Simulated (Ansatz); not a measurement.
Nudged elastic band, with input and output: C₄H₉BOS (part 1 of 2)

System: C₄H₉BOS, SMILES COC1(C)CBS1.
Method: RKS B3LYP/6-31G* (Ansatz 0.2.0).

It belongs to a series of runs on one base structure; here: band between the two ends.

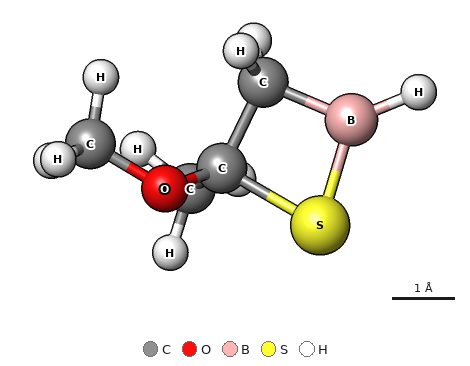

*The starting structure (ball-and-stick view, seen at a tilt).*

Results in brief:

| quantity | value |
| --- | --- |
| outcome | converged |
| barrier, forward | 0.081 eV |
| barrier, backward | 0.246 eV |
| hardware | 2 threads of Arm Neoverse V2, 24 GiB of memory available, shared host |
| wall time | 4.1 min (CPU time 7.9 min) |
| peak memory | 0.38 GiB |

Notes:

The order of the saddle point was not checked.

Input file:
```yaml
crystal:
  periodic: [false, false, false]
  atoms:
    - { symbol: C, position_ang: [-2.01349, -0.626706, -0.031525] }
    - { symbol: O, position_ang: [-1.040423, -0.242188, 0.930087] }
    - { symbol: C, position_ang: [0.265993, -0.054895, 0.430723] }
    - { symbol: C, position_ang: [0.879087, -1.342879, -0.109922] }
    - { symbol: C, position_ang: [0.45979, 1.205174, -0.473819] }
    - { symbol: B, position_ang: [1.449139, 1.89825, 0.542754] }
    - { symbol: S, position_ang: [1.303137, 0.667601, 1.843444] }
    - { symbol: H, position_ang: [-2.980343, -0.570119, 0.474426] }
    - { symbol: H, position_ang: [-2.0275, 0.052823, -0.895779] }
    - { symbol: H, position_ang: [-1.86352, -1.653593, -0.391203] }
    - { symbol: H, position_ang: [1.926373, -1.189413, -0.38354] }
    - { symbol: H, position_ang: [0.343326, -1.675524, -1.007553] }
    - { symbol: H, position_ang: [0.825355, -2.136263, 0.642168] }
    - { symbol: H, position_ang: [0.823202, 0.994111, -1.487688] }
    - { symbol: H, position_ang: [-0.481775, 1.76218, -0.568666] }
    - { symbol: H, position_ang: [2.108549, 2.888842, 0.530492] }
basis:
  gaussian: { orbitals: "6-31G*" }
hamiltonian:
  xc: b3lyp
neb:
  order_check: false
  images: 5
  f_tol: 0.05
  max_iterations: 49
  final_atoms:
    - { symbol: C, position_ang: [-2.03740452, -0.84234327, 0.38618479] }
    - { symbol: O, position_ang: [-1.24820322, 0.15317533, -0.24972652] }
    - { symbol: C, position_ang: [0.1256582, 0.09472494, -0.0514684] }
    - { symbol: C, position_ang: [0.76001439, -1.22380616, -0.47789103] }
    - { symbol: C, position_ang: [0.78641879, 1.37159251, -0.62486402] }
    - { symbol: B, position_ang: [1.3731304, 1.83964581, 0.76311735] }
    - { symbol: S, position_ang: [0.65451666, 0.54478136, 1.78086485] }
    - { symbol: H, position_ang: [-3.07843247, -0.55246447, 0.22855187] }
    - { symbol: H, position_ang: [-1.87596338, -1.83948272, -0.04254593] }
    - { symbol: H, position_ang: [-1.83161016, -0.87388566, 1.46527782] }
    - { symbol: H, position_ang: [1.84846171, -1.16778596, -0.39610136] }
    - { symbol: H, position_ang: [0.49462993, -1.42137542, -1.52456142] }
    - { symbol: H, position_ang: [0.42174517, -2.06538107, 0.13358579] }
    - { symbol: H, position_ang: [1.49370839, 1.17638492, -1.44127251] }
    - { symbol: H, position_ang: [0.01389001, 2.0471618, -1.01303598] }
    - { symbol: H, position_ang: [2.07634009, 2.73645907, 1.10828371] }
  initial_path:
    images:
      - { positions_ang: [[-2.01349, -0.626706, -0.031525], [-1.040423, -0.242188, 0.930087], [0.265993, -0.054895, 0.430723], [0.879087, -1.342879, -0.109922], [0.45979, 1.205174, -0.473819], [1.449139, 1.89825, 0.542754], [1.303137, 0.667601, 1.843444], [-2.980343, -0.570119, 0.474426], [-2.0275, 0.052823, -0.895779], [-1.86352, -1.653593, -0.391203], [1.926373, -1.189413, -0.38354], [0.343326, -1.675524, -1.007553], [0.825355, -2.136263, 0.642168], [0.823202, 0.994111, -1.487688], [-0.481775, 1.76218, -0.568666], [2.108549, 2.888842, 0.530492]] }
      - { positions_ang: [[-1.9638834, -0.72619036, 0.07604965], [-1.09791523, -0.06884437, 0.78820794], [0.22500849, 0.01428121, 0.34658757], [0.79739596, -1.30156877, -0.20810948], [0.55583157, 1.24990548, -0.49828433], [1.52039199, 1.91677016, 0.57962918], [1.25068675, 0.58427774, 1.79557498], [-2.97261288, -0.60325212, 0.36862128], [-1.8916419, -0.41803099, -0.82982788], [-1.83770753, -1.63838527, 0.10691399], [1.83465794, -1.235772, -0.40036104], [0.29312008, -1.55094972, -1.14912264], [0.58354486, -2.09256937, 0.48729788], [0.99739949, 1.02317616, -1.45483759], [-0.33203514, 1.86698271, -0.65003578], [2.01465896, 2.95757049, 0.68609525]] }
      - { positions_ang: [[-1.91427681, -0.82567472, 0.1836243], [-1.15540745, 0.10449926, 0.64632887], [0.18402398, 0.08345743, 0.26245214], [0.71570492, -1.26025853, -0.30629695], [0.65187313, 1.29463696, -0.52274965], [1.59164498, 1.93529032, 0.61650437], [1.1982365, 0.50095448, 1.74770596], [-2.96488276, -0.63638523, 0.26281655], [-1.7557838, -0.88888497, -0.76387675], [-1.81189507, -1.62317755, 0.60503099], [1.74294288, -1.282131, -0.41718208], [0.24291416, -1.42637543, -1.29069227], [0.34173471, -2.04887573, 0.33242777], [1.17159697, 1.05224132, -1.42198718], [-0.18229528, 1.97178542, -0.73140557], [1.92076892, 3.02629897, 0.8416985]] }
      - { positions_ang: [[-1.86467021, -0.92515909, 0.29119896], [-1.21289968, 0.27784289, 0.50444981], [0.14303948, 0.15263364, 0.17831671], [0.63401387, -1.2189483, -0.40448443], [0.7479147, 1.33936844, -0.54721498], [1.66289797, 1.95381049, 0.65337955], [1.14578626, 0.41763122, 1.69983694], [-2.95715264, -0.66951835, 0.15701183], [-1.61992569, -1.35973896, -0.69792563], [-1.7860826, -1.60796982, 1.10314798], [1.65122782, -1.32849, -0.43400312], [0.19270823, -1.30180115, -1.43226191], [0.09992457, -2.0051821, 0.17755765], [1.34579446, 1.08130648, -1.38913676], [-0.03255542, 2.07658814, -0.81277535], [1.82687887, 3.09502746, 0.99730174]] }
      - { positions_ang: [[-1.92224832, -0.89755382, 0.3228609], [-1.22466753, 0.23628704, 0.2530577], [0.13724572, 0.13333074, 0.10172167], [0.67601405, -1.22056758, -0.42895329], [0.7607494, 1.3501098, -0.57309799], [1.56630878, 1.91575559, 0.68995882], [0.98202972, 0.4600146, 1.72684625], [-2.99757925, -0.63050039, 0.18085851], [-1.70527159, -1.51965355, -0.47946573], [-1.80125845, -1.3632751, 1.22385793], [1.71697245, -1.27492199, -0.4213692], [0.2933488, -1.34165924, -1.46302841], [0.2071981, -2.02524842, 0.16290036], [1.3950991, 1.1129993, -1.40651535], [-0.01707361, 2.06677936, -0.8795289], [1.91003261, 2.97550466, 1.03429573]] }
      - { positions_ang: [[-1.97982642, -0.86994855, 0.35452285], [-1.23643537, 0.19473119, 0.00166559], [0.13145196, 0.11402784, 0.02512664], [0.71801422, -1.22218687, -0.45342216], [0.77358409, 1.36085116, -0.59898101], [1.46971959, 1.8777007, 0.72653808], [0.81827319, 0.50239798, 1.75385555], [-3.03800586, -0.59148243, 0.20470519], [-1.79061749, -1.67956813, -0.26100583], [-1.8164343, -1.11858038, 1.34456787], [1.78271708, -1.22135397, -0.40873528], [0.39398937, -1.38151733, -1.49379492], [0.31447164, -2.04531475, 0.14824307], [1.44440375, 1.14469211, -1.42389393], [-0.0015918, 2.05697058, -0.94628244], [1.99318635, 2.85598186, 1.07128972]] }
      - { positions_ang: [[-2.03740452, -0.84234327, 0.38618479], [-1.24820322, 0.15317533, -0.24972652], [0.1256582, 0.09472494, -0.0514684], [0.76001439, -1.22380616, -0.47789103], [0.78641879, 1.37159251, -0.62486402], [1.3731304, 1.83964581, 0.76311735], [0.65451666, 0.54478136, 1.78086485], [-3.07843247, -0.55246447, 0.22855187], [-1.87596338, -1.83948272, -0.04254593], [-1.83161016, -0.87388566, 1.46527782], [1.84846171, -1.16778596, -0.39610136], [0.49462993, -1.42137542, -1.52456142], [0.42174517, -2.06538107, 0.13358579], [1.49370839, 1.17638492, -1.44127251], [0.01389001, 2.0471618, -1.01303598], [2.07634009, 2.73645907, 1.10828371]] }
```

Launched with:
```bash
ansatz run input.yaml --threads 2 --pin off --max-ram 3072MiB --backend cpu --events-out ev --progress --plain --runs-dir out
```

What the program printed:
```
Engine: ansatz 0.2.0, aarch64-unknown-linux-gnu
Functional definition: B3LYP
  parameter a0 = 0.2
  parameter ax = 0.72
  parameter ac = 0.81
  exchange = (1 - a0 - ax)*slater_x + ax*b88_x + a0*exact_x
  correlation = (1 - ac)*vwn_rpa_c + ac*lyp_c
1451 factors; integrals over basis functions are off by at most 3.8e-4 eV
mean field evaluation 1: about -17845.7097 eV, gradient 5.8e1 eV
mean field evaluation 2: about -17842.3176 eV, gradient 6.9e1 eV
mean field evaluation 4: about -17853.3622 eV, gradient 3.2e0 eV
mean field evaluation 8: about -17853.4088 eV, gradient 2.4e-1 eV
mean field evaluation 16: about -17853.4090 eV, gradient 1.7e-5 eV
mean field -17853.40896766 eV, -656.1006780864 hartree, gradient 1.7e-5 eV, S^2 0.000000; 0 other end points of the search recorded, 0 dependent functions left out
the calculation of the forces begins
reference -17853.40921700 eV, -656.1006872492 hartree; 31, 31 occupied and 96, 96 virtual orbitals, 1451 factors
1451 factors; integrals over basis functions are off by at most 4.3e-4 eV
mean field evaluation 32: about -17853.5739 eV, gradient 4.2e-4 eV
mean field -17853.57394545 eV, -656.1067409082 hartree, gradient 3.5e-5 eV, S^2 0.000000; 0 other end points of the search recorded, 0 dependent functions left out
[... from here on the field's lines of each further geometry are left out, up to the last ...]
NEB iter   1: max|band force component| = 1.009e1 eV/Å  barrier→ = 2.4911 eV  barrier← = 2.6561 eV  Δτ_max = 0.2000 Å  (196 SCF iters)
NEB iter   2: max|band force component| = 1.918e0 eV/Å  barrier→ = 0.3753 eV  barrier← = 0.5402 eV  Δτ_max = 0.1974 Å  (146 SCF iters)
NEB iter   3: max|band force component| = 5.801e-1 eV/Å  barrier→ = 0.1572 eV  barrier← = 0.3221 eV  Δτ_max = 0.1113 Å  (146 SCF iters)
NEB iter   4: max|band force component| = 2.812e-1 eV/Å  barrier→ = 0.1090 eV  barrier← = 0.2740 eV  CI = image 3  Δτ_max = 0.1799 Å  (145 SCF iters)
NEB iter   5: max|band force component| = 2.225e-1 eV/Å  barrier→ = 0.0953 eV  barrier← = 0.2602 eV  CI = image 3  Δτ_max = 0.0451 Å  (143 SCF iters)
NEB iter   6: max|band force component| = 1.272e-1 eV/Å  barrier→ = 0.0883 eV  barrier← = 0.2533 eV  CI = image 3  Δτ_max = 0.1111 Å  (143 SCF iters)
NEB iter   7: max|band force component| = 9.926e-2 eV/Å  barrier→ = 0.0843 eV  barrier← = 0.2493 eV  CI = image 3  Δτ_max = 0.0234 Å  (146 SCF iters)
NEB iter   8: max|band force component| = 5.539e-2 eV/Å  barrier→ = 0.0828 eV  barrier← = 0.2477 eV  CI = image 3  Δτ_max = 0.0536 Å  (139 SCF iters)
the calculation of the forces begins
reference -17853.52802146 eV, -656.1050532326 hartree; 31, 31 occupied and 96, 96 virtual orbitals, 1451 factors
1451 factors; integrals over basis functions are off by at most 3.8e-4 eV
mean field -17853.32752490 eV, -656.0976851199 hartree, gradient 1.4e-5 eV, S^2 0.000000; 1 other end points of the search recorded, 0 dependent functions left out
the calculation of the forces begins
reference -17853.32777549 eV, -656.0976943290 hartree; 31, 31 occupied and 96, 96 virtual orbitals, 1451 factors
NEB iter   9: max|band force component| = 3.419e-2 eV/Å  barrier→ = 0.0814 eV  barrier← = 0.2464 eV  CI = image 3  Δτ_max = 0.0000 Å  (294 SCF iters)
```

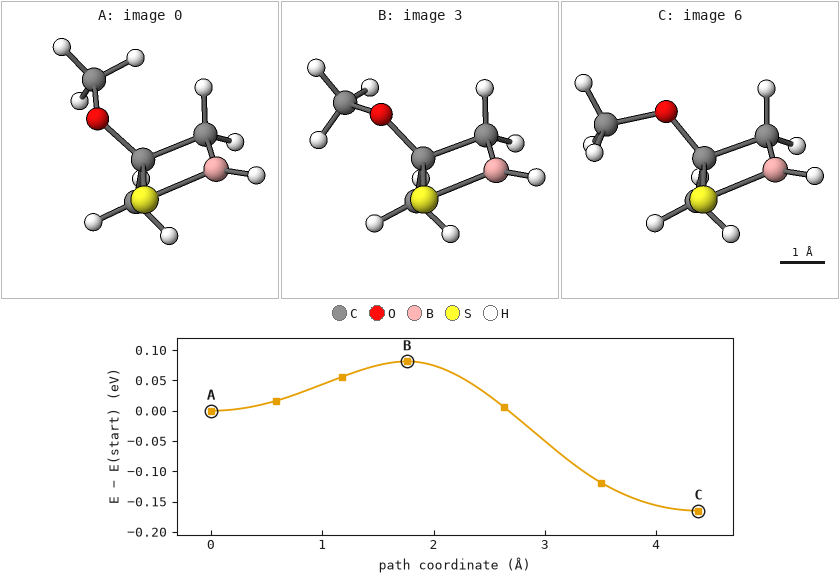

*Images of the last band (counted from 0; ball-and-stick, seen at a tilt) above the energy along the path; the line is a cubic interpolation that uses the forces.*

The highest image is number 3, 0.081 eV above the start and 0.246 eV above the end (the climbing image); the end lies 0.165 eV below the start. The path is 4.38 Å long. The band converged in 9 iterations.
